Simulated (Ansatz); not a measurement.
System: Si7B.

Input file:

```
crystal:
  lattice:
    - [5.1565652677, 0.0, 0.0]
    - [0.0, 5.1565652677, 0.0]
    - [0.0, 0.0, 5.1565652677]
  atoms:
    - { symbol: Si, position: [0.226653335, 0.226653335, 0.226653335] }
    - { symbol: Si, position: [0.0, 0.5, 0.5] }
    - { symbol: Si, position: [0.5, 0.5, 0.0] }
    - { symbol: Si, position: [0.5, 0.0, 0.5] }
    - { symbol: Si, position: [0.773346665, 0.226653335, 0.773346665] }
    - { symbol: Si, position: [0.773346665, 0.773346665, 0.226653335] }
    - { symbol: Si, position: [0.226653335, 0.773346665, 0.773346665] }
    - { symbol: B, position: [0.0, 0.0, 0.0] }
basis:
  ecutwfc: 420
kpoints:
  mp_grid: { grid: [6, 6, 6] }
hamiltonian:
  xc: pbe
scf:
  occupations: { method: gaussian, width: 0.1 }
output:
  forces: true
  stress: true
  eigenvalues: true
  write_density: true
  write_potential: true
  elf: true
  volumetric_format: npy
relax:
  adjacent_minimum: "off"
  f_tol: 0.01
  max_steps: 30
```

Run with:

```sh
ansatz run input.yaml --threads 1 --pin off --max-ram 2560MiB --backend cpu --events-out ev --progress --plain --runs-dir out
```

Below, planes, directions and counts refer to the conventional cell (a = 5.16 Å, b = 5.16 Å, c = 5.16 Å, α = 90.00°, β = 90.00°, γ = 90.00°).

The fields are those of the relaxed geometry.

Space group P-43m; a structure from a database of computed crystals, not necessarily the ambient phase; a generated structure, not necessarily the stable one; changed on purpose from its base cell (volume × 0.94, shape and atoms relaxed); computed pressure about 7 GPa in this cell; computed without spin polarisation.

Method: DFT PBE, scalar-relativistic, plane waves, PAW in Ansatz.

Predict the valence pseudo-density and electron localisation function between the atoms.

Answer. Si–B (2.02 Å): ρ at the midpoint is about 0.68 e/Å³; the ELF peaks at about 0.95 between the atoms.
Si–Si (2.31 Å): the density is about 0.59 e/Å³ at the midpoint; the ELF peaks at about 0.95 between the atoms.

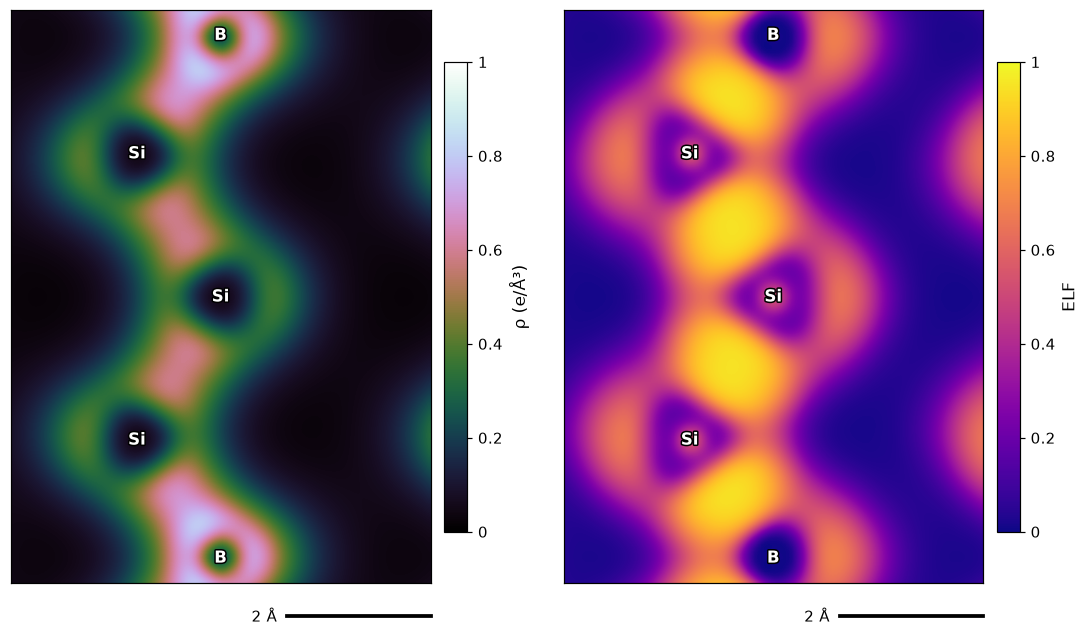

Computed valence pseudo-density and electron localisation function on the (101) plane of the conventional cell, in this order. 

In a PAW calculation such maps are meaningful between the atoms, not at the nuclei.
